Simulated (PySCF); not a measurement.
```
atom    x (Å)    y (Å)    z (Å)
  Si   0.2072  -0.0062   0.1481
   C   0.2943  -0.0166   2.0076
   N   0.2986  -0.0210   3.1670
   C   1.9806  -0.0172  -0.4166
   N   3.0704  -0.0173  -0.8119
   C  -0.5893   1.5767  -0.4138
   H  -0.5834   1.6319  -1.5132
   H  -0.0485   2.4481  -0.0168
   H  -1.6323   1.6227  -0.0654
   C  -0.6149  -1.5716  -0.4264
   H  -1.6408  -1.6327  -0.0327
   H  -0.0540  -2.4513  -0.0778
   H  -0.6575  -1.5976  -1.5259
```

Geometry: PBE0-D3(BJ)/def2-SVP.

Theory: PySCF, PBE0/pcSseg-1, SCF density, gas phase, non-relativistic.

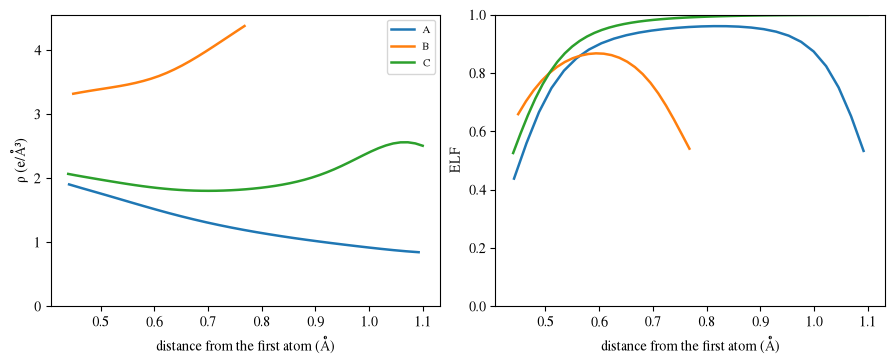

C4H6N2Si (SMILES C[Si](C)(C#N)C#N). Electron density and electron localisation function along straight lines between neighbouring atoms. The curves leave out the atomic cores.

Which curve belongs to which contact (C–H, C–N and C–Si)? The first atom named is at distance zero.

Answer. Curve A: C–Si (1.86 Å): ρ is about 0.98 e/Å³ halfway; the ELF peaks at about 0.95 between the atoms, as expected for a shared electron pair. Curve B: C–N (1.16 Å): ρ at the midpoint is about 3.5 e/Å³; the ELF peaks at about 0.85 between the atoms: a multiple bond. Curve C: C–H (1.10 Å): ρ at the midpoint is about 1.9 e/Å³; the ELF climbs to about 1 towards the hydrogen, as it does in any bond to H: an ordinary covalent bond to hydrogen.
